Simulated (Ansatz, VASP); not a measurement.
## AsN: VASP beside Ansatz

Wanted: the spread between two codes on one cell, functional and k mesh. The cell is generated by rule, not measured, and may not be a known phase. The cell is taken from a series of VASP runs on this material, whose earlier steps may have relaxed, scaled or displaced it; both programs get it as it stands. Valence electrons are named where the data sets of a main pair hold unlike numbers.

Calculated with Ansatz 0.2.0; plane waves, with VASP 6.6.1 beside it; band structure at PBE, spin-orbit coupling.

The structure was built from a prototype and need not be the compound's stable phase.

## Step 1: Starting point

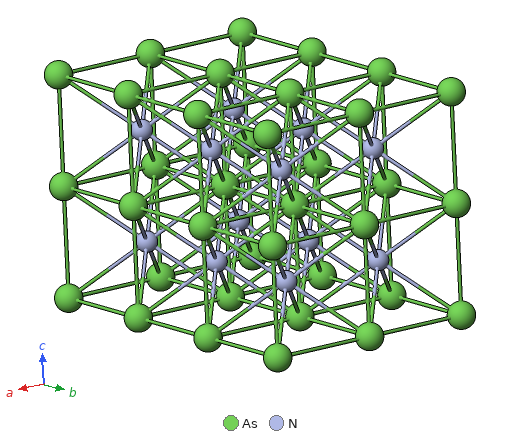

The starting structure, seen from a free direction (arsenic green, nitrogen light blue). 2×3×2 cells are drawn. Some periodic images of atoms are drawn too.

Structure file:

```xyz
2
Lattice="2.6795 0.0000 0.0000 0.0000 2.6795 0.0000 0.0000 0.0000 2.6795" Properties=species:S:1:pos:R:3 pbc="T T T"
As    0.0000    0.0000    0.0000
N     1.3397    1.3397    1.3397
```

## Step 2: VASP: band structure, PBE, spin-orbit coupling

With cell and atoms fixed, the geometry can't cause a difference; cores, projectors, grids and the points listed under the comparison can.

Lines of VASP's logs that name or quote its potential files are left out, and so is its time.

INCAR reads:

```
SYSTEM = AsN
PREC = Accurate
ENCUT = 520
EDIFF = 1E-06
NELM = 100
ISMEAR = 0
SIGMA = 0.02
LREAL = .FALSE.
ALGO = Normal
GGA = PE
LNONCOLLINEAR = .TRUE.
MAGMOM = 0 0 0 0 0 0
NBANDS = 22
GGA_COMPAT = .FALSE.
LASPH = .TRUE.
LSORBIT = .TRUE.
LORBIT = 11
LWAVE = .FALSE.
LCHARG = .FALSE.
KPAR = 4
ISIF = 2
```

POSCAR reads:

```
AsN
1.0
    2.6794800000      0.0000000000      0.0000000000
    0.0000000000      2.6794800000      0.0000000000
    0.0000000000      0.0000000000      2.6794800000
As N
1 1
Direct
    0.0000000000      0.0000000000      0.0000000000
    0.5000000000      0.5000000000      0.5000000000
```

KPOINTS reads:

```
Automatic mesh
0
Gamma
10 10 10
0 0 0
```

KPOINTS_OPT reads:

```
Line mode
16
Line-mode
Reciprocal
  0.00000000   0.00000000   0.00000000 GAMMA
  0.00000000   0.50000000   0.00000000 X

  0.00000000   0.50000000   0.00000000 X
  0.50000000   0.50000000   0.00000000 M

  0.50000000   0.50000000   0.00000000 M
  0.00000000   0.00000000   0.00000000 GAMMA

  0.00000000   0.00000000   0.00000000 GAMMA
  0.50000000   0.50000000   0.50000000 R

  0.50000000   0.50000000   0.50000000 R
  0.00000000   0.50000000   0.00000000 X

  0.50000000   0.50000000   0.00000000 M
  0.50000000   0.50000000   0.50000000 R
```

Potentials, in the order of the species: As and N (PBE family, release 64).

Run with:

```
$ mpirun -np 4 vasp_ncl
```

Numbers of over 12 decimals in the logs are rounded to 6 here.

The program printed:

```text
[banner, memory and clock lines left out]
running    4 mpi-ranks, on    1 nodes
 distrk:  each k-point on    1 cores,    4 groups
 distr:  one band on    1 cores,    1 groups

 POSCAR found type information on POSCAR AsN
 POSCAR found :  2 types and       2 ions
 LDA part: xc-table for (Slater+PW92), standard interpolation
 POSCAR, INCAR and KPOINTS ok, starting setup
 FFT: planning ... GRIDC
 FFT: planning ... GRID_SOFT
 FFT: planning ... GRID
 WAVECAR not read
 entering main loop
       N       E                     dE             d eps       ncg     rms          rms(c)
DAV:   1     0.303956603779E+02    0.30396E+02   -0.49368E+03  2464   0.854E+02
DAV:   2    -0.902592035373E+01   -0.39422E+02   -0.37296E+02  3322   0.184E+02
DAV:   3    -0.105853571903E+02   -0.15594E+01   -0.15378E+01  2920   0.322E+01
DAV:   4    -0.105894604973E+02   -0.41033E-02   -0.41020E-02  2782   0.179E+00
DAV:   5    -0.105894660094E+02   -0.55122E-05   -0.55113E-05  2860   0.663E-02    0.788E+00
DAV:   6    -0.944352668669E+01    0.11459E+01   -0.39921E+00  2656   0.175E+01    0.348E+00
DAV:   7    -0.935200695688E+01    0.91520E-01   -0.42889E-01  2618   0.631E+00    0.228E+00
DAV:   8    -0.934787342755E+01    0.41335E-02   -0.55851E-02  2722   0.210E+00    0.796E-01
DAV:   9    -0.934527806599E+01    0.25954E-02   -0.31094E-03  2758   0.483E-01    0.186E-01
DAV:  10    -0.934517747232E+01    0.10059E-03   -0.54104E-04  2790   0.197E-01    0.864E-02
DAV:  11    -0.934514654595E+01    0.30926E-04   -0.36663E-05  2756   0.602E-02    0.118E-02
DAV:  12    -0.934514651358E+01    0.32369E-07   -0.45086E-06  2784   0.165E-02
   1 F= -.93451465E+01 E0= -.93448459E+01  d E =-.601213E-03  mag=    -0.0000     0.0000    -0.0000
 Start KPOINTS_OPT (optional k-point list driver)
k-point batch [1-56\96]
       N       E                     dE             ncg
DAV:   1     0.396995482263E+04   -0.87220E+04     2464
DAV:   2     0.163590135245E+04   -0.23341E+04     3402
DAV:   3     0.154272739681E+04   -0.93174E+02     2850
DAV:   4     0.154247627852E+04   -0.25112E+00     2960
DAV:   5     0.154247583889E+04   -0.43964E-03     2878
DAV:   6     0.154247583706E+04   -0.18307E-05     2616
DAV:   7     0.154247583703E+04   -0.20687E-07     2338
k-point batch [57-96\96]
       N       E                     dE             ncg
DAV:   1     0.370297863636E+04   -0.17035E+05     1760
DAV:   2     0.230253929278E+04   -0.14004E+04     2350
DAV:   3     0.224652210371E+04   -0.56017E+02     2002
DAV:   4     0.224639837772E+04   -0.12373E+00     1852
DAV:   5     0.224639821497E+04   -0.16275E-03     1952
DAV:   6     0.224639821437E+04   -0.59482E-06     1396
```

OUTCAR, selected parts (step 2):

```text
ion  position               nearest neighbor table
   1  0.000  0.000  0.000-   2 2.32   2 2.32   2 2.32   2 2.32   2 2.32   2 2.32   2 2.32   2 2.32

  LATTYP: Found a simple cubic cell.
 ALAT       =     2.6794800000

 Subroutine GETGRP returns: Found 48 space group operations
 (whereof 48 operations were pure point group operations)

The static configuration has the point symmetry O_h .

 Found     56 irreducible k-points:

   k-points           NKPTS =     56   k-points in BZ     NKDIM =     56   number of bands    NBANDS=     22

   dimension x,y,z NGX =    20 NGY =   20 NGZ =   20
   dimension x,y,z NGXF=    40 NGYF=   40 NGZF=   40

   ENCUT  =  520.0 eV  38.22 Ry    6.18 a.u.   4.98  4.98  4.98*2*pi/ulx,y,z

   NELECT =      10.0000    total number of electrons

 k-points in reciprocal lattice and weights: Automatic mesh
   0.00000000  0.00000000  0.00000000       0.001
   0.10000000  0.00000000  0.00000000       0.006
   0.20000000  0.00000000  0.00000000       0.006
   0.30000000  0.00000000  0.00000000       0.006
   0.40000000  0.00000000  0.00000000       0.006
   0.50000000  0.00000000  0.00000000       0.003
   0.10000000  0.10000000  0.00000000       0.012
   0.20000000  0.10000000  0.00000000       0.024
   0.30000000  0.10000000  0.00000000       0.024
[...]
0.50000000  0.50000000  0.40000000       0.006
   0.50000000  0.50000000  0.50000000       0.001

 average (electrostatic) potential at core
       1 -45.9578       2 -59.0250

 E-fermi :  10.4322

 k-point     1 :       0.0000    0.0000    0.0000
  band No.  band energies     occupation
    ...
      6       6.9581      1.00000
      7       7.0811      1.00000
      8       7.0811      1.00000
      9       7.0811      1.00000
     10       7.0811      1.00000
     11      16.5132      0.00000
     12      16.5132      0.00000
     13      16.5132      0.00000
     14      16.5132      0.00000
     15      18.4689      0.00000
    ...

 k-point     2 :       0.1000    0.0000    0.0000
  band No.  band energies     occupation
    ...
      6       7.1234      1.00000
      7       7.2264      1.00000
      8       7.2264      1.00000
      9       7.2700      1.00000
     10       7.2700      1.00000
     11      16.3244      0.00000
     12      16.3244      0.00000
     13      16.6993      0.00000
     14      16.6993      0.00000
     15      18.3289      0.00000
    ...

 k-point     3 :       0.2000    0.0000    0.0000
  band No.  band energies     occupation
    ...
      6       7.5561      1.00000
      7       7.6413      1.00000
      8       7.6413      1.00000
      9       7.7464      1.00000
     10       7.7464      1.00000
     11      15.3712      0.00000
     12      15.3712      0.00000
     13      17.2534      0.00000
     14      17.2534      0.00000
     15      17.5647      0.00000
    ...

  Total        4.5599231      4.5599231      4.5599231      0.0000000      0.0000000     -0.0000000
  in kB      379.7664065    379.7664065    379.7664065      0.0000000      0.0000000     -0.0000000
  external PRESSURE =     379.7664065 kB  Pullay stress =       0.0000000 kB

  energy-cutoff  :      520.00
  volume of cell :       19.24
      direct lattice vectors                 reciprocal lattice vectors
     2.679480000  0.000000000  0.000000000     0.373206742  0.000000000  0.000000000
     0.000000000  2.679480000  0.000000000     0.000000000  0.373206742  0.000000000
     0.000000000  0.000000000  2.679480000     0.000000000  0.000000000  0.373206742

 POSITION                                       TOTAL-FORCE (eV/Angst)
 -----------------------------------------------------------------------------------
      0.00000      0.00000      0.00000         0.000000      0.000000      0.000000
      1.33974      1.33974      1.33974         0.000000      0.000000      0.000000
 -----------------------------------------------------------------------------------
    total drift:                                0.000000      0.000000      0.000000

  FREE ENERGIE OF THE ION-ELECTRON SYSTEM (eV)
  ---------------------------------------------------
  free  energy   TOTEN  =        -9.3451465136 eV

  energy  without entropy=       -9.3445453008  energy(sigma->0) =       -9.34484591

 Spin-Orbit-Coupling matrix elements
 Ion:    1  E_soc:     -0.0201565
 Ion:    2  E_soc:     -0.0001057

 total charge
# of ion       s       p       d       tot
------------------------------------------
    1        1.387   1.115   0.146   2.648
    2        1.333   2.266   0.000   3.599
--------------------------------------------------
tot          2.720   3.381   0.146   6.247

 magnetization (x)
# of ion       s       p       d       tot
------------------------------------------
    1        0.000  -0.000   0.000  -0.000
    2        0.000   0.000   0.000   0.000
--------------------------------------------------
tot          0.000  -0.000   0.000  -0.000

 magnetization (y)
# of ion       s       p       d       tot
------------------------------------------
    1        0.000   0.000   0.000   0.000
    2       -0.000  -0.000   0.000  -0.000
--------------------------------------------------
tot         -0.000  -0.000   0.000  -0.000

 magnetization (z)
# of ion       s       p       d       tot
------------------------------------------
    1        0.000   0.000   0.000   0.000
    2        0.000  -0.000   0.000   0.000
--------------------------------------------------
tot          0.000   0.000   0.000   0.000

[... 3 further parts left out ...]
```

The run ends at a pressure of 37.98 GPa.

## Step 3: Ansatz: band structure, PBE, spin-orbit coupling

Ansatz runs on its fully relativistic PAW (standard-fr) files.

The same cell, functional, mesh and smearing now go to Ansatz, which takes its cutoff from its data sets.

input.yaml reads:

```yaml
crystal:
  lattice:
    - [2.67948, 0.0, 0.0]
    - [0.0, 2.67948, 0.0]
    - [0.0, 0.0, 2.67948]
  atoms:
    - { symbol: As, position: [0.0, 0.0, 0.0] }
    - { symbol: "N", position: [0.5, 0.5, 0.5] }
hamiltonian:
  xc: pbe
  pseudopotentials: { kind: paw_fr }
magnetization:
  noncollinear: true
  spin_orbit: true
kpoints:
  mp_grid: { grid: [10, 10, 10] }
  band_path:
    path:
      - [0.0, 0.0, 0.0]
      - [0.0, 0.1, 0.0]
      - [0.0, 0.2, 0.0]
      - [0.0, 0.3, 0.0]
      - [0.0, 0.43333, 0.0]
      - [0.0, 0.5, 0.0]
      - [0.1, 0.5, 0.0]
      - [0.2, 0.5, 0.0]
      - [0.33333, 0.5, 0.0]
      - [0.43333, 0.5, 0.0]
      - [0.5, 0.5, 0.0]
      - [0.36667, 0.36667, 0.0]
      - [0.26667, 0.26667, 0.0]
      - [0.16667, 0.16667, 0.0]
      - [0.06667, 0.06667, 0.0]
      - [0.03333, 0.03333, 0.03333]
      - [0.13333, 0.13333, 0.13333]
      - [0.23333, 0.23333, 0.23333]
      - [0.33333, 0.33333, 0.33333]
      - [0.46667, 0.46667, 0.46667]
      - [0.46667, 0.5, 0.46667]
      - [0.36667, 0.5, 0.36667]
      - [0.23333, 0.5, 0.23333]
      - [0.13333, 0.5, 0.13333]
      - [0.03333, 0.5, 0.03333]
      - [0.5, 0.5, 0.03333]
      - [0.5, 0.5, 0.16667]
      - [0.5, 0.5, 0.26667]
      - [0.5, 0.5, 0.36667]
      - [0.5, 0.5, 0.5]
    npoints: 1
scf:
  occupations: { method: gaussian, width: 0.02 }
  n_extra_bands: 14
output:
  forces: true
  stress: true
  eigenvalues: true
```

Run with:

```
$ ansatz run input.yaml --threads 2 --pin off --max-ram 4608MiB --backend cpu --events-out ev --progress --plain --runs-dir out
```

The program printed:

```text
scf.n_extra_bands = 14 over 20 filled bands (N_el = 20.0): the run solves 34 bands
Engine: ansatz 0.2.0, aarch64-unknown-linux-gnu
Pseudopotentials: kind: paw_fr
Pseudopotential: As, paw_fr, valence charge 15, recommended cutoff 420 eV (normal), As.paw.azcp#standard-fr
Pseudopotential: N, paw_fr, valence charge 5, recommended cutoff 420 eV (normal), N.paw.azcp#standard-fr
Functional definition: PBE
  parameter kappa = 0.804
  parameter beta = 0.066725
  exchange = pbe_x(kappa = kappa, mu = beta*pi^2/3)
  correlation = pbe_c(beta = beta)
non-collinear run that drives no moment, with spin-orbit: no starting moment large enough to seed its density (crystal.atoms[].spin), no starting occupations that ask for one, no magnetisation constraint and no magnetic field, so the semilocal B_xc is pinned to zero
Crystal: 2 atoms, lattice volume = 19.238 Å³
Basis set: ecut = 420 eV, 389 PW (Γ), exchange–correlation on 36×36×36 points (8 copies of the dense FFT grid, shifted against one another)
Bands: 34, of which v1, the nominal top of the filled ones, is band 20 counted from 1 (19 counted from 0)
Symmetry: 48 space group operations + 48 with time reversal
Magnetic group: BNS 221.93 (UNI 1595), of the structure as read, at distance tolerance 2.7e-5 Å
k-points: 56 of 1000
Projection manifold: j_resolved (fully-relativistic pseudo-atomic orbitals)
Non-local potential: As, projectors of the file, l = 0: 2, l = 1: 4, l = 2: 6, l = 3: 2
Non-local potential: N, projectors of the file, l = 0: 2, l = 1: 4, l = 2: 2
PAW form: soft (Blöchl's): semilocal exchange-correlation on the pseudo side does not see the compensation charge
PAW one-centre angular grid: As, 590 points (default); XC on 64 Gauss nodes
PAW one-centre angular grid: N, 110 points (default); XC on 64 Gauss nodes
Initial density: superposition of atomic densities (chi_scale 0.1, normalization cell, long waves kept (reshape's long-wave potential 0.00 eV rms))
Initial wavefunctions: pseudopotential atomic-orbital guess
Functional: x = pbe(κ = 0.804, μ = 0.219515), c = pbe(β = 0.066725)
SCF iter   1: F=—  HF=-5236.748380 eV  |F-HF|=—  |Δ(HF+E_count)|=         —  Δρ=6.61e-2  dr2=1.03e0  dr2_m=0.00e0 (ungated)  ethr=3.10e-3  |M|=0.00e0 ∫|m|=0.00e0 μB  |m|>n=0.0e0 m-floor=0.0e0 τ_xc=0.0e0  β_m=0.30  ⟨swp⟩=7.3  Hψ=6098  notcnv=0  defer=68
preconditioner: auto → none  [insulator: Δε(μ)=0.056 eV  Ē_g=33.307 eV  σ=0.020 eV  W_gap=0.60  n_scr=6 (ndim 8)  ℏωp=37.9 eV  f_vac=0.000  D(μ)=2.62/eV (n_scr^D=32)  ε∞_Penn≈2.3]
SCF iter   2: F=—  HF=-5236.529872 eV  |F-HF|=—  |Δ(HF+E_count)|=   2.19e-1  Δρ=2.35e-2  dr2=4.29e-2  dr2_m=0.00e0 (ungated)  ethr=3.10e-3  |M|=0.00e0 ∫|m|=0.00e0 μB  |m|>n=0.0e0 m-floor=0.0e0 τ_xc=0.0e0  β_m=0.29  ⟨swp⟩=2.0  Hψ=1385  notcnv=0  defer=412
SCF iter   3: F=—  HF=-5236.528642 eV  |F-HF|=—  |Δ(HF+E_count)|=   1.23e-3  Δρ=1.44e-2  dr2=1.70e-2  dr2_m=0.00e0 (ungated)  ethr=2.15e-4  |M|=0.00e0 ∫|m|=0.00e0 μB  |m|>n=0.0e0 m-floor=0.0e0 τ_xc=0.0e0  β_m=0.54  ⟨swp⟩=2.5  Hψ=1085  notcnv=0  defer=406
SCF iter   4: F=—  HF=-5236.531865 eV  |F-HF|=—  |Δ(HF+E_count)|=   3.22e-3  Δρ=4.93e-3  dr2=1.94e-3  dr2_m=0.00e0 (ungated)  ethr=8.49e-5  |M|=0.00e0 ∫|m|=0.00e0 μB  |m|>n=0.0e0 m-floor=0.0e0 τ_xc=0.0e0  β_m=0.49  ⟨swp⟩=2.0  Hψ=933  notcnv=0  defer=406
SCF iter   5: F=—  HF=-5236.531943 eV  |F-HF|=—  |Δ(HF+E_count)|=   7.81e-5  Δρ=1.33e-3  dr2=3.21e-4  dr2_m=0.00e0 (ungated)  ethr=9.70e-6  |M|=0.00e0 ∫|m|=0.00e0 μB  |m|>n=0.0e0 m-floor=0.0e0 τ_xc=0.0e0  β_m=0.75  ⟨swp⟩=2.0  Hψ=1480  notcnv=0  defer=406
SCF iter   6: F=—  HF=-5236.531899 eV  |F-HF|=—  |Δ(HF+E_count)|=   4.33e-5  Δρ=2.80e-4  dr2=1.92e-5  dr2_m=0.00e0 (ungated)  ethr=1.61e-6  |M|=0.00e0 ∫|m|=0.00e0 μB  |m|>n=0.0e0 m-floor=0.0e0 τ_xc=0.0e0  β_m=0.73  ⟨swp⟩=2.4  Hψ=1082  notcnv=0  defer=406
SCF iter   7: F=—  HF=-5236.531896 eV  |F-HF|=—  |Δ(HF+E_count)|=   3.24e-6  Δρ=5.39e-5  dr2=6.78e-7  dr2_m=0.00e0 (ungated)  ethr=9.62e-8  |M|=0.00e0 ∫|m|=0.00e0 μB  |m|>n=0.0e0 m-floor=0.0e0 τ_xc=0.0e0  β_m=0.83  ⟨swp⟩=1.5  Hψ=855  notcnv=0  defer=406
SCF iter   8: F=-5236.531896 eV  HF=-5236.531896 eV  |F-HF|=2.75e-9  |Δ(HF+E_count)|=   1.08e-7  Δρ=4.08e-6  dr2=3.74e-9  dr2_m=0.00e0 (ungated)  ethr=5.00e-10  |M|=0.00e0 ∫|m|=0.00e0 μB  |m|>n=0.0e0 m-floor=0.0e0 τ_xc=0.0e0  ⟨swp⟩=8.7  Hψ=4615  notcnv=0
SCF 1 converged in 8 iterations: F = -5236.531896 eV  dr2 = 3.74e-9
  greatest PAW one-centre occupation: 0.999 electrons in one spin orbital (limit 2), on the As atom at site 0 (counted from 0), in its partial waves of l = 2
NSCF: frozen V_eff on 30 k-points
SCF converged after 8 iterations
Magnetization: |M| = 0.0000 μB,  M = (+0.0000, +0.0000, +0.0000) μB
Absolute magnetization: 0.0000 μB (∫|m|)
  site 0: m = (+0.0000, +0.0000, +0.0000) μB, |m| = 0.0000 μB  (R = 0.96 Å)
  site 1: m = (+0.0000, +0.0000, +0.0000) μB, |m| = 0.0000 μB  (R = 0.96 Å)
Free energy (F): -5236.531896 eV
Harris-Foulkes:  -5236.531896 eV  (|F-HF|=2.75e-9)
Internal energy: -5236.531296 eV  (E = F + TS)
E sigma→0 (E₀):  -5236.531596 eV
Entropy (-TS):   -0.000600 eV (-0.300 meV/atom)
Fermi energy:    17.474272 eV
--- Per-component energies (eV) ---
  E_band       = -101.712512
  E_kinetic    = 235.417519
  E_local      = -1263.704340  (includes V_loc(G=0)·N_el)
  E_nonlocal   = -622.854284
  E_hartree    = 746.563439
  E_xc         = -141.563390
  E_vxc        = -158.650969  (∫ρ·V_xc dr)
  E_paw        = -1961.196903  (= ΣΔE_a)
  E_vpaw       = 214.952121  (= ΣTr[D̂ρ^β])
  E_aug_tail   = 0.000107  (compensation charges beyond the density's cutoff)
  E_ewald      = -2229.193445
  E_smearing   = -0.000600  (= −TS)
  E_closure    = 0.000000  (closes the sum)
  Σ components = -5236.531896   (vs F -5236.531896, Δ=0.00e0)
--- Forces (eV/Å), atoms counted from 1 ---
  atom   1  As    -0.00000000    -0.00000000     0.00000000
  atom   2  N      0.00000000     0.00000000     0.00000000
  max |Σ_I F_I| component: 3.94e-30 eV/Å
--- Stress (GPa, compression-positive) ---
       37.728713       0.000000      -0.000000
       -0.000000      37.728713       0.000000
        0.000000       0.000000      37.728713
  P = ⅓ Tr σ = 37.7287 GPa (377.287 kbar)
--- Band table (eV; the first three rows and the last of 56) ---
  k-point 0: bands = [... 16 lower, 14.1257, 14.1257, 14.1257, 14.1257, 23.6322, 23.6322, 23.6322, 23.6322, ... 10 higher]
  k-point 1: bands = [... 16 lower, 14.2713, 14.2713, 14.3139, 14.3139, 23.4061, 23.4061, 23.8210, 23.8210, ... 10 higher]
  k-point 2: bands = [... 16 lower, 14.6866, 14.6866, 14.7889, 14.7889, 22.4217, 22.4217, 24.3838, 24.3838, ... 10 higher]
  k-point 55: bands = [... 16 lower, 12.2987, 12.2987, 12.2987, 12.2987, 13.5131, 13.5131, 13.8565, 13.8565, ... 10 higher]
```

Run time: 9.9 s. Hardware: 2 threads of Arm Neoverse N1, shared host; peak memory 0.39 GiB.

## Step 4: Differences

Known differences besides the potentials themselves: spin-orbit coupling enters by fully relativistic files in Ansatz and inside the spheres in VASP; the data sets hold 20 valence electrons in Ansatz (on its fully relativistic PAW (standard-fr) files) and 10 in VASP; the cutoff is 420 eV in Ansatz and 520 eV in VASP. Total energies have different zeros and are not compared.

Compared:

```
                                        quantity  Ansatz   VASP  difference
                                  pressure (GPa)   37.73  37.98       -0.25
pressure without Ansatz's Pulay correction (GPa)   37.24  37.98       -0.73
```

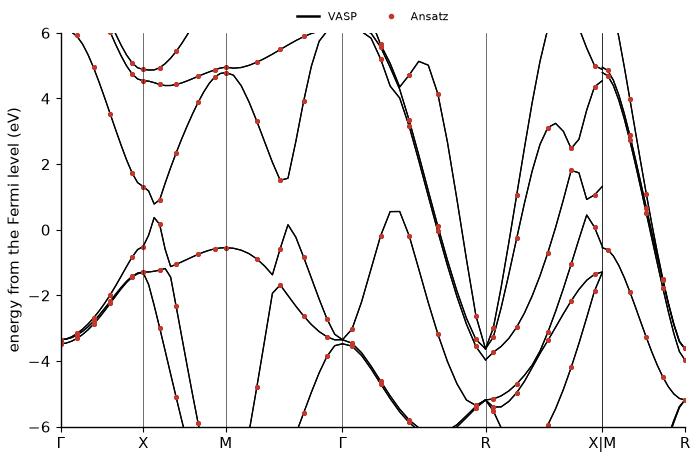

Bands from VASP (lines) and levels from Ansatz (dots). Dots without a line are higher empty bands that the VASP plot leaves out.

Levels from 3 eV below to 2 eV above the Fermi level differ by 4 meV r.m.s. and 7 meV at most; each VASP level is matched to the nearest of Ansatz, which flatters the figure a little. Ansatz's pressure holds a Pulay correction of 0.49 GPa; VASP's holds none.

## Step 5: Summary of results

```json
{
  "r.m.s. difference of levels near the Fermi level (band structure, PBE, spin-orbit coupling)": "3.6 meV"
}
```

What this shows: The r.m.s. difference of levels near the Fermi level is 3.6 meV (band structure, PBE, spin-orbit coupling), within the 80 meV picked in this series as the mark of a large difference. The data sets hold unlike numbers of valence electrons (20 in Ansatz and 10 in VASP), so part of the differences comes from the potentials. 2 further runs of this series are not shown here. Such differences can come from data sets, numerical settings and the points named under the comparisons, not from the functional's error against experiment.

[Lines on the potential files, build, host, timing and source positions are cut from VASP's logs without a mark.]

[Logs are printed without paths, hosts, clocks, repeated set-up lines and the standing remarks that a program may print on its own settings, such as how far it seeks lower states.]

[Hosts, paths, dates, database ids (printed as entryN), source tags and the programs' standing remarks are cut or masked in the printed files.]
